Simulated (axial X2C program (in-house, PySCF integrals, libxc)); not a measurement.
# MoSe⁺: bond curves with and without spin–orbit coupling, part 2 of 2

Computed with an in-house X2C program for linear molecules on PySCF integrals; all-electron X2C, Mo dyall-cv3z, Se dyall-cv3z. The steps go on from the part before.

**9. PBE0, 2c**

State followed: Ω = 3/2 (excess of +ω over −ω: ω = 1/2, ω = -3/2, ω = 5/2). The scan is laid around 2.234 Å, a first estimate of the minimum, and this SCF restarts from the orbitals of the search.

The SCF at the reference distance of 2.234 Å:

```text
two-component X2C + atomic mean field  PBE0
basis functions 256  fitting functions 1271  grid points 5799
iter        total energy     max residual
   1      -6471.055810542     8.71e+00
   2      -6472.677450617     7.15e+00
   3      -6474.578804908     1.66e+00
   4      -6475.049009175     1.21e+00
   5      -6475.058655419     3.02e-01
   6      -6475.082117968     5.94e-01
   7      -6475.120202811     2.74e-01
   8      -6475.125324464     6.74e-02
   9      -6475.126260317     4.75e-02
  10      -6475.126668617     3.58e-02
  11      -6475.126762841     1.19e-02
  12      -6475.126806273     6.04e-03
  13      -6475.126820818     5.22e-03
  14      -6475.126826531     2.00e-03
  15      -6475.126828396     9.79e-04
  16      -6475.126829144     6.53e-04
  17      -6475.126829366     3.43e-04
  18      -6475.126829457     2.50e-04
  19      -6475.126829497     1.04e-04
  20      -6475.126829507     6.42e-05
  21      -6475.126829511     4.39e-05
  22      -6475.126829512     6.58e-05
  23      -6475.126829512     3.46e-05
  24      -6475.126829512     7.96e-06
converged
one-electron -9615.21788157  Coulomb 3017.20922042  exact exchange -52.28621611  xc functional -160.29439125  nuclear repulsion 338.25651620  atomic mean-field constant -2.79407720
```

Along the bond, energies from the lowest point:

| R (Å) | E (eV) | μ (D) | HOMO (eV) | LUMO (eV) | iterations |
| --- | --- | --- | --- | --- | --- |
| 2.100 | 0.1560 | -3.97 | -12.16 | -9.24 | 28 |
| 2.167 | 0.0272 | -4.11 | -12.18 | -9.34 | 33 |
| 2.234 | 0.0000 | -4.20 | -12.19 | -9.41 | 24 |
| 2.312 | 0.0528 | -4.25 | -12.19 | -9.45 | 29 |
| 2.390 | 0.1632 | -4.25 | -12.16 | -9.48 | 33 |
| 2.491 | 0.3534 | -4.20 | -12.11 | -9.49 | 43 |

Dipoles are positive if Se is the positive end and refer to the centre of mass.

Outer spinors at the reference distance:

```json
{"ω": "-1/2", "occupied": "yes", "ε (eV)": "-25.50", "atomic character": "69% Se s, 11% Mo d, 10% Mo p", "λ mixture": "100% σ"}
{"ω": "1/2", "occupied": "yes", "ε (eV)": "-24.31", "atomic character": "67% Se s, 12% Mo d, 10% Mo p", "λ mixture": "100% σ"}
{"ω": "1/2", "occupied": "yes", "ε (eV)": "-15.04", "atomic character": "46% Mo d, 45% Se p, 5% Se s", "λ mixture": "99% σ, 1% π"}
{"ω": "-1/2", "occupied": "yes", "ε (eV)": "-14.51", "atomic character": "69% Se p, 20% Mo d, 5% Mo s", "λ mixture": "97% σ, 3% π"}
{"ω": "1/2", "occupied": "yes", "ε (eV)": "-14.17", "atomic character": "70% Se p, 19% Mo d, 5% Mo f", "λ mixture": "99% π, 1% σ"}
{"ω": "-1/2", "occupied": "yes", "ε (eV)": "-14.11", "atomic character": "65% Mo d, 30% Se p", "λ mixture": "97% π, 3% σ"}
{"ω": "3/2", "occupied": "yes", "ε (eV)": "-14.00", "atomic character": "68% Mo d, 27% Se p", "λ mixture": "100% π"}
{"ω": "-3/2", "occupied": "yes", "ε (eV)": "-13.93", "atomic character": "69% Se p, 20% Mo d, 5% Mo f", "λ mixture": "99% π, 1% δ"}
{"ω": "-3/2", "occupied": "yes", "ε (eV)": "-13.54", "atomic character": "98% Mo d", "λ mixture": "99% δ, 1% π"}
{"ω": "5/2", "occupied": "yes", "ε (eV)": "-13.37", "atomic character": "100% Mo d", "λ mixture": "100% δ"}
{"ω": "1/2", "occupied": "yes", "ε (eV)": "-12.19", "atomic character": "40% Mo s, 32% Mo d, 27% Se p", "λ mixture": "100% σ"}
{"ω": "-1/2", "occupied": "no", "ε (eV)": "-9.41", "atomic character": "47% Se p, 34% Mo d, 10% Mo p", "λ mixture": "100% π"}
{"ω": "3/2", "occupied": "no", "ε (eV)": "-9.22", "atomic character": "49% Se p, 32% Mo d, 11% Mo p", "λ mixture": "100% π"}
{"ω": "1/2", "occupied": "no", "ε (eV)": "-7.82", "atomic character": "78% Mo d, 10% Se p, 5% Se d", "λ mixture": "98% π, 2% σ"}
{"ω": "-1/2", "occupied": "no", "ε (eV)": "-7.73", "atomic character": "52% Mo d, 35% Mo s, 9% Se p", "λ mixture": "100% σ"}
```

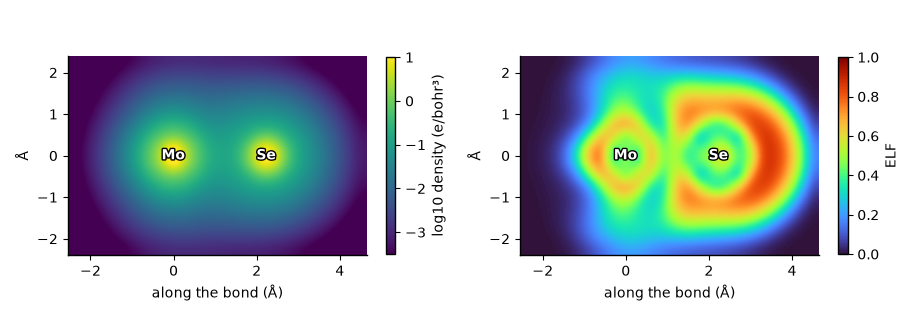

PBE0 fields in a plane through the axis, from a grid of 0.3 Å; Mo lies at z = 0 and Se at z = 2.234 Å; the ELF is damped to zero where the density is low.

Re = 2.223 Å, ωe = 315 cm⁻¹, Be = 0.07753 cm⁻¹, De = 2.93 eV, μ = -4.19 D.

**10. HF, 2c**

Output at 2.234 Å:

```text
two-component X2C + atomic mean field  HF
basis functions 256  fitting functions 1271  grid points 5799
iter        total energy     max residual
   1      -6471.691086592     3.89e-01
   2      -6471.733592848     2.68e-02
   3      -6471.742640073     9.66e-02
   4      -6471.749200589     4.82e-02
   5      -6471.752197014     8.51e-03
   6      -6471.752684353     9.68e-03
   7      -6471.752879003     1.48e-03
   8      -6471.752910468     9.79e-04
   9      -6471.752928673     1.15e-03
  10      -6471.752933254     3.93e-04
  11      -6471.752934940     1.58e-04
  12      -6471.752935542     1.98e-04
  13      -6471.752935836     8.13e-05
  14      -6471.752935966     4.02e-05
  15      -6471.752936027     4.77e-05
  16      -6471.752936052     2.46e-05
  17      -6471.752936061     1.01e-05
  18      -6471.752936065     8.78e-06
  19      -6471.752936067     6.88e-06
  20      -6471.752936068     2.63e-06
converged
one-electron -9615.87170295  Coulomb 3018.07315078  exact exchange -209.41682289  xc functional 0.00000000  nuclear repulsion 338.25651620  atomic mean-field constant -2.79407720
```

No constants are quoted: the lowest point is the long end of the scan.

**11. B97-3, 2c**

Output at 2.234 Å:

```text
two-component X2C + atomic mean field  B97-3
basis functions 256  fitting functions 1271  grid points 5799
iter        total energy     max residual
   1      -6475.203463210     3.60e-02
   2      -6475.204660182     3.30e-03
   3      -6475.204754643     3.28e-03
   4      -6475.204789394     4.70e-03
   5      -6475.204889063     9.79e-04
   6      -6475.204897256     2.92e-04
   7      -6475.204899132     1.18e-04
   8      -6475.204899437     8.49e-05
   9      -6475.204899546     2.57e-05
  10      -6475.204899559     7.51e-06
  11      -6475.204899561     2.91e-06
converged
one-electron -9615.43896422  Coulomb 3017.43179721  exact exchange -56.31885734  xc functional -156.34131421  nuclear repulsion 338.25651620  atomic mean-field constant -2.79407720
```

Re = 2.215 Å, ωe = 323 cm⁻¹, Be = 0.0781 cm⁻¹, De = 2.98 eV, μ = -4.31 D.

**12. MP2 and beyond, 2c**

Correlated methods: 11 electrons correlated (frozen shells, counted by type: Mo 4 s, 3 p, 1 d; Se 3 s, 2 p, 1 d), 309 virtual spinors in MP2, 90 natural virtuals in coupled cluster.

Output of the correlated part at 2.234 Å:

```text
correlated 11  virtual 309  natural virtual 90  E(MP2) -0.220080989  MP2 remainder -0.008515552
iter   CCSD correlation   residual
   1     -0.226072859   1.28e-01
   2     -0.234078721   7.83e-02
   3     -0.240949028   5.50e-02
   4     -0.245475547   3.27e-02
   5     -0.246334203   1.07e-02
   6     -0.246569719   4.83e-03
   7     -0.246637003   2.43e-03
   8     -0.246624445   8.39e-04
   9     -0.246628943   3.05e-04
  10     -0.246633033   1.21e-04
  11     -0.246633015   5.46e-05
  12     -0.246633339   2.86e-05
  13     -0.246632540   1.64e-05
  14     -0.246632554   8.82e-06
(T) -0.013688740  T1 0.0976  D1 0.1861  max T2 0.087
```

MP2: No constants are quoted: the reference is strongly spin-contaminated.

CCSD: Re = 2.255 Å, ωe = 297.3 cm⁻¹, ωexe = 1.63 cm⁻¹, Be = 0.07533 cm⁻¹, De = 2.18 eV. T1 at Re = 0.068 (Lee–Taylor, the printed value over √2).

CCSD(T): Re = 2.235 Å, ωe = 318 cm⁻¹, ωexe = 1.48 cm⁻¹, Be = 0.07669 cm⁻¹, De = 2.41 eV. T1 at Re = 0.069 (Lee–Taylor, the printed value over √2).

**13. A higher determinant, 2c**

State: Ω = 1/2 (excess of +ω over −ω: ω = -1/2, ω = -3/2, ω = 5/2).

Output at the reference distance:

```text
two-component X2C + atomic mean field  PBE0
basis functions 256  fitting functions 1271  grid points 5799
iter        total energy     max residual
   1      -6471.148919942     7.95e+00
   2      -6472.734799467     6.60e+00
   3      -6474.584899400     2.54e+00
   4      -6474.937348352     7.98e-01
   5      -6475.089338310     1.87e-01
   6      -6475.094690070     1.40e-01
   7      -6475.095984116     1.39e-01
   8      -6475.099553125     5.77e-02
   9      -6475.100203871     3.80e-02
  10      -6475.100621856     1.87e-02
  11      -6475.100853196     1.50e-02
  12      -6475.100983056     1.55e-02
  13      -6475.101014157     1.11e-02
  14      -6475.101035799     4.46e-03
  15      -6475.101047565     2.50e-03
  16      -6475.101054829     2.14e-03
  17      -6475.101057791     2.10e-03
  18      -6475.101059038     1.11e-03
  19      -6475.101059579     8.47e-04
  20      -6475.101059714     6.17e-04
  21      -6475.101059784     2.66e-04
  22      -6475.101059808     9.60e-05
  23      -6475.101059815     5.20e-05
  24      -6475.101059817     2.63e-05
  25      -6475.101059817     9.54e-06
converged
one-electron -9616.82315866  Coulomb 3018.88335960  exact exchange -52.29617116  xc functional -160.32752859  nuclear repulsion 338.25651620  atomic mean-field constant -2.79407720
```

| R (Å) | E above the lowest PBE0 point (eV) |
| --- | --- |
| 2.100 | 0.972 |
| 2.167 | 0.776 |
| 2.234 | 0.701 |
| 2.312 | 0.717 |
| 2.390 | 0.804 |
| 2.491 | 0.980 |

Re = 2.259 Å, ωe = 313 cm⁻¹, Be = 0.0751 cm⁻¹, μ = -5.45 D. Te = 0.70 eV.

**14. The 2c curves together**

Energy (eV) of the followed determinant, 2c, from each level's lowest point:

| R (Å) | PBE0 | HF | MP2 (spin-contaminated) | CCSD | CCSD(T) | B97-3 |
| --- | --- | --- | --- | --- | --- | --- |
| 2.100 | 0.156 | 1.177 | 0.167 | 0.233 | 0.193 | 0.141 |
| 2.167 | 0.027 | 0.777 | 0.046 | 0.063 | 0.043 | 0.018 |
| 2.234 | 0.000 | 0.488 | 0.000 | 0.000 | 0.000 | 0.000 |
| 2.312 | 0.053 | 0.255 | 0.009 | 0.017 | 0.042 | 0.063 |
| 2.390 | 0.163 | 0.106 | 0.063 | 0.097 | 0.147 | 0.180 |
| 2.491 | 0.353 | 0.000 | 0.170 | 0.246 | 0.331 | 0.377 |

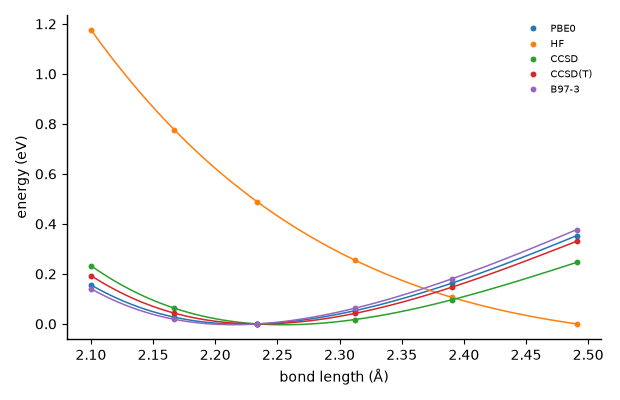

Curves of the followed state, 2c, each from its own lowest point. Left out: MP2.

The whole job took 4.7 min on 1 thread of Arm Neoverse V1, shared host; peak memory 0.8 GiB.

**15. Results**

What follows sums up all 2 parts.

Lowest determinant that the search found at its distance, spin-free: M_S = 3/2, Λ = 0 (beyond closed shells: σα, δ+α, δ-α).

Lowest determinant that the search found at its distance, 2c: Ω = 3/2 (excess of +ω over −ω: ω = 1/2, ω = -3/2, ω = 5/2).

| Hamiltonian | level | Re (Å) | ωe (cm⁻¹) | De (eV) | μ (D) |
| --- | --- | --- | --- | --- | --- |
| spin-free | PBE0 | 2.222 | 316 | 2.99 | -4.20 |
| spin-free | CCSD | 2.254 | 298.8 | 2.29 | n/a |
| spin-free | CCSD(T) | 2.234 | 319 | 2.54 | n/a |
| spin-free | B97-3 | 2.213 | 324 | 3.08 | -4.33 |
| 2c | PBE0 | 2.223 | 315 | 2.93 | -4.19 |
| 2c | CCSD | 2.255 | 297.3 | 2.18 | n/a |
| 2c | CCSD(T) | 2.235 | 318 | 2.41 | n/a |
| 2c | B97-3 | 2.215 | 323 | 2.98 | -4.31 |

Dipoles are positive if Se is the positive end and refer to the centre of mass. No constants: spin-free HF (the lowest point is the long end of the scan); spin-free MP2 (the reference is strongly spin-contaminated); 2c HF (the lowest point is the long end of the scan); 2c MP2 (the reference is strongly spin-contaminated). Spin-free ⟨S²⟩ is off its pure value at PBE0 4.32, B97-3 4.17.

Time per point (s) on 1 thread of Arm Neoverse V1, shared host (2c runs; CCSD comes with the CCSD(T) run); the times are rough: PBE0 3.6, CCSD(T) 7.4, B97-3 3.9.

What this shows: At CCSD(T), going from spin-free to two-component changes Re by +1 mÅ, ωe by -0.4 %; the spin-free picture holds up (part of it comes from the scalar share of the two-electron terms). De moves by -0.12 eV; both De rest on single-determinant atoms, which can miss part of an open shell's spin–orbit lowering.

De refers to Mo+ + Se, each in the lowest determinant found, which need not be this curve's own limit. The state is a single determinant with fixed occupations, the lowest that a limited PBE0 search found. Dissociation energies refer to the lowest single-determinant-based atoms at the same level and basis. Density functionals use the spin component along the axis (collinear). CCSD and (T) use frozen natural virtuals with an MP2 correction for the truncation. With several unpaired electrons one determinant need not be a pure state. The spin-free determinant is spin-contaminated at some levels. With the outer-core shells frozen, correlated bond lengths of heavy atoms tend to come out a few hundredths of an ångström too long. T1 at Re is 0.069 (Lee–Taylor), above the customary mark of 0.02.
